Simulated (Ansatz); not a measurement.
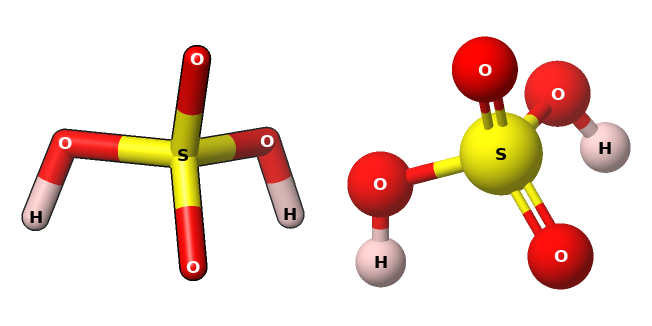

Two views of one molecule.

> Which formula does it have?

H₂O₄S, 7 atoms: 2 hydrogen, 4 oxygen and 1 sulfur.

> How many atoms are distinct by symmetry?

5: 1 O, 1 S, 1 O, 2 O, 2 H.

> Describe its rings.

It has no ring.

> Count the bonded pairs by element.

4 O–S, 2 O–H.

More results for the same structure follow; atom numbers are the same in all pictures, views and colours differ. Computed geometry: PBE0-D4/def2-TZVP optimisation.

Geometry

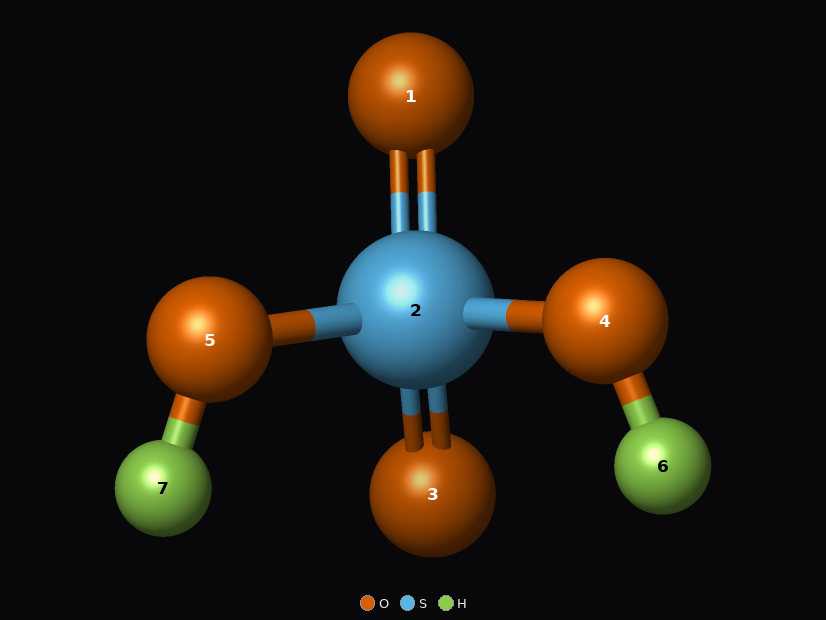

Atoms carry their numbers in the input.

What are the angles O1–S2–O3, O1–S2–O4, O3–S2–O4, O4–S2–O5, S2–O4–H6?

```csv
angle,degrees
O1–S2–O3,123.8
O1–S2–O4,106.4
O3–S2–O4,108.0
O4–S2–O5,102.2
S2–O4–H6,108.9
```

Vibrations

Harmonic vibrations computed with RKS PBE0-D4/def2-TZVP (Ansatz 0.2.0) at a stationary point of the same level.

> List the wavenumbers.

15 modes: 57, 336, 371, 426, 505, 552, 564, 855, 915, 1128, 1162, 1248, 1504, 3815, 3821 cm⁻¹.

Electronic properties

Level of theory: RKS PBE-D4/def2-TZVPP (Ansatz 0.2.0).

What does the calculation give?

- dipole moment: 3.81 D
- HOMO energy (Kohn–Sham orbital): −7.95 eV
- LUMO energy (Kohn–Sham orbital): −0.98 eV
- HOMO–LUMO gap: 6.97 eV
- dispersion correction: −14.2 kJ/mol
- vertical ionisation energy: 11.63 eV

Charges

The questions are on Mulliken charges. Level of theory: RKS PBE0-D4/def2-TZVP (Ansatz 0.2.0).

> Which atom carries the highest charge (most positive or least negative)?

S2 (0.83 e).

> And the lowest?

O3 (−0.42 e).

List the Mulliken charges.

```json
{"atom": "O1", "value (e)": "−0.37"}
{"atom": "S2", "value (e)": "0.83"}
{"atom": "O3", "value (e)": "−0.42"}
{"atom": "O4", "value (e)": "−0.37"}
{"atom": "O5", "value (e)": "−0.37"}
{"atom": "H6", "value (e)": "0.35"}
{"atom": "H7", "value (e)": "0.35"}
```

Mulliken values depend strongly on the basis set and can even reverse the polarity of a bond.
